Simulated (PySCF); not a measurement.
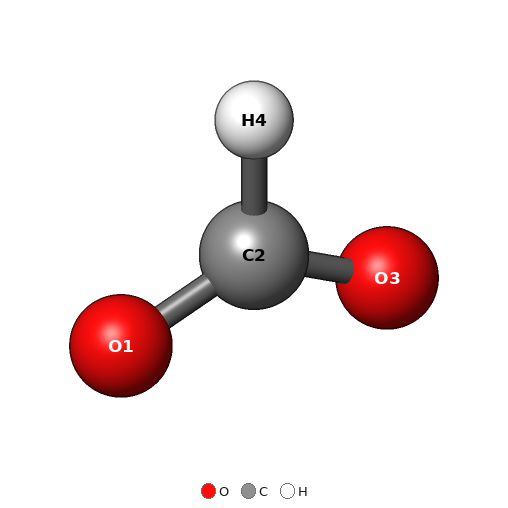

Charge −1, singlet. Computed geometry: GFN2-xTB optimisation. No frequency run is at hand to confirm it as a minimum. Level of theory: B3LYP/pcJ-1 indirect spin-spin coupling, non-relativistic, gas phase (PySCF 2.14.0). Isotopes: 13C, 1H, 17O.

Give the spin–spin coupling constants of these pairs, with the number of bonds between them: O1/C2, C2/O3, C2/H4, O1/H4, O1/O3, O3/H4.

```csv
pair,bonds apart,J (Hz)
"O1, C2",1,27.0
"C2, O3",1,27.0
"C2, H4",1,142.3
"O1, H4",2,−19.4
"O1, O3",2,−5.2
"O3, H4",2,−19.4
```
